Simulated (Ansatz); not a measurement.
GaN (wurtzite)

```cif
data_Ga2N2
_chemical_formula_sum 'Ga2 N2'
_space_group_name_H-M_alt 'P63mc'
_space_group_IT_number 186
_space_group_name_Hall 'P 6c -2c'
_cell_length_a 3.18312
_cell_length_b 3.18312
_cell_length_c 5.18375
_cell_angle_alpha 90.000
_cell_angle_beta 90.000
_cell_angle_gamma 120.000
loop_
_atom_site_label
_atom_site_type_symbol
_atom_site_symmetry_multiplicity
_atom_site_Wyckoff_symbol
_atom_site_fract_x
_atom_site_fract_y
_atom_site_fract_z
_atom_site_occupancy
Ga1 Ga 2 b 0.66667 0.33333 0.00099 1
N1 N 2 b 0.33333 0.66667 0.12421 1
```

This relaxed cell (volume V₀) is scaled evenly in all directions, its shape held. The atoms relax within the cell's symmetry.

The numbers are results of r2SCAN (plane waves to 500 eV, PAW, scalar-relativistic; Ansatz, a program for electronic structure), not measurements. k mesh 12×12×7 (Γ-centred), Fermi-Dirac smearing 0.05 eV. The energy includes the smearing's −TS. With the shape held, the modulus is that of even scaling; a crystal free to change shape is softer. GaN was relaxed with its symmetry unable to fall. The zero of ΔE is the relaxed starting cell.

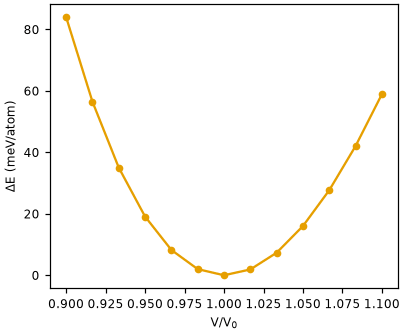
*ΔE (meV/atom) against V/V₀; one marker a computed point.*

Task: What is ΔE at V/V₀ = 1.100?

Result: About 59 meV/atom.

Task: What is ΔE at V/V₀ = 0.900?

Result: About 84 meV/atom.

Task: What bulk modulus at fixed cell shape B₀ follows from a third-order Birch-Murnaghan fit?

Result: About 200 GPa.

(Under strain, the slope of the energy per volume gives the stress and its curvature an elastic modulus.)
